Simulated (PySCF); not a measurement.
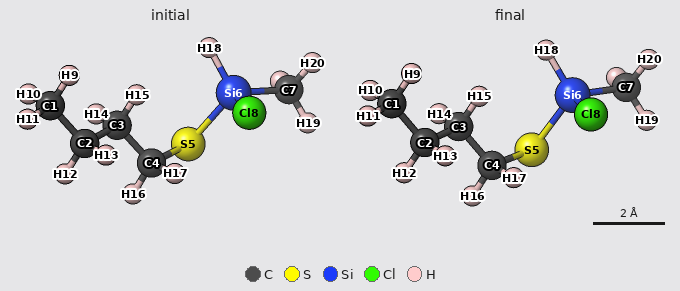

The structure of C5H13ClSSi before (left) and after (right) a relaxation, at one scale.

A ball-and-stick model, seen at a tilt.

The start comes from GFN2-xTB.

Computed with PBE0-D3(BJ)/def2-SVP geometry optimisation, gas phase (PySCF 2.14.0, density-fitted response routines). 

> Summarise the run.

The atom that moves furthest after the best rigid fit is the S atom (0.19 Å). By element the largest moves are S 0.19 Å, H 0.15 Å, C 0.09 Å, Cl 0.08 Å, Si 0.07 Å. Among the contacts that change: Cl–Si 2.028 → 2.086 Å, C–Si 1.890 → 1.860 Å, H–Si 1.460 → 1.490 Å, S–Si 2.151 → 2.131 Å. Among the angles between lasting bonds that change: S–Si–H 109.6° → 113.1°, C–C–S 112.6° → 115.0°, Cl–Si–H 107.1° → 104.9°. After 4 geometry steps the energy has fallen by 0.119 eV. The largest force component goes from 1.2 to 0.013 eV/Å. The run took roughly 110 core-seconds on a shared host.
